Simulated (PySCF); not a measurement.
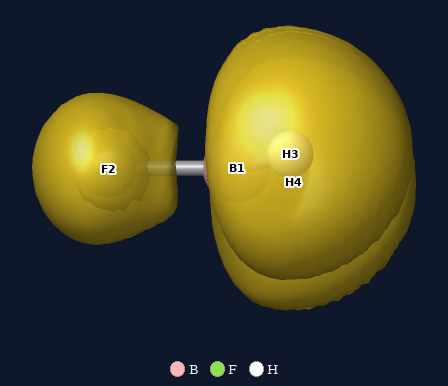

BFH₂ (BH2F). Isosurface of the electron localisation function at 0.75 (yellow), seen from one side. Core shells and regions of very low density are left out.

Geometry: PBE0-D3(BJ)/def2-SVP.

These are results of PBE0/pcSseg-1, SCF density, gas phase, non-relativistic (PySCF 2.14.0), not measurements.

Q: Identify the bonds, lone pairs and shells in this picture.

A: The surface consists of two regions around hydrogen nuclei and one region on F in which the atom's valence shell and bonds are merged.

Values along the shortest contacts:
B–F (1.32 Å): the ELF peaks at about 0.85 between the atoms: a polar covalent bond. B–H (1.21 Å): the ELF climbs to about 1 towards the hydrogen, as it does in any bond to H; an ordinary covalent bond to hydrogen.
